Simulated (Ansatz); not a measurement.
One crystal and one scan (energy against volume) at two levels, PBE (plane waves to 420 eV, PAW, scalar-relativistic; Ansatz, a program for electronic structure) and r2SCAN (plane waves to 500 eV, PAW, scalar-relativistic; Ansatz), each from its own relaxed cell and on its own mesh. The cell shown is that of PBE.

Te (trigonal-Te type, space group P3_121)

```
Te
1.0
    4.51819     0.00000     0.00000
   -2.25910     3.91287     0.00000
    0.00000     0.00000     5.95554
Te
3
Cartesian
  1.21289   0.00000   1.98518
 -0.60644   1.05039   3.97036
  1.65265   2.86248   0.00000
```

Equation-of-state scan: isotropic scaling of the cell above, V₀ being its volume. The atoms relax within the cell's symmetry.

E stands for the smeared free energy. Spin-orbit coupling is left out, though Te is heavy. Te was relaxed with its symmetry unable to fall. With the shape held, the modulus is that of even scaling; a crystal free to change shape is softer. Percentages come from the unrounded values.

```
quantity                                                                       PBE  r2SCAN     PBE − r2SCAN
---------------------------------------------------------------------------  -----  ------  ---------------
Lattice constant a (Å)                                                       4.518   4.624  -0.106 (-2.3 %)
Lattice constant c (Å)                                                       5.956   5.903  +0.053 (+0.9 %)
Relaxed volume (Å³/atom)                                                     35.10   36.44   -1.34 (-3.7 %)
Band gap of the relaxed cell, no spin-orbit coupling (eV)                     0.23    0.55    -0.32 (-58 %)
Bulk modulus at fixed cell shape B₀ (third-order Birch-Murnaghan fit) (GPa)   23.3    19.8     +3.5 (+18 %)
Pressure derivative B₀′ (fit)                                                  7.4     6.0     +1.4 (+24 %)
```

PBE gives the higher value for: lattice constant c; bulk modulus at fixed cell shape B₀; pressure derivative B₀′. PBE gives the lower value for: lattice constant a; relaxed volume; band gap of the relaxed cell, no spin-orbit coupling.

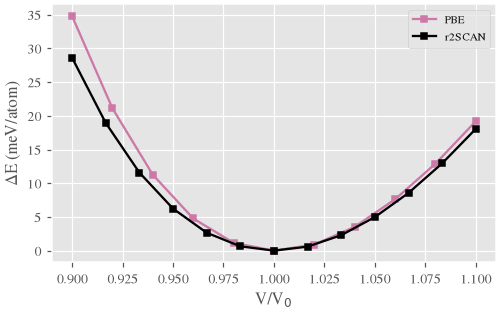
ΔE, each from the relaxed starting cell of its own level.

(A scan under strain: stresses follow from slopes of the energy per volume, elastic moduli from its curvatures.)
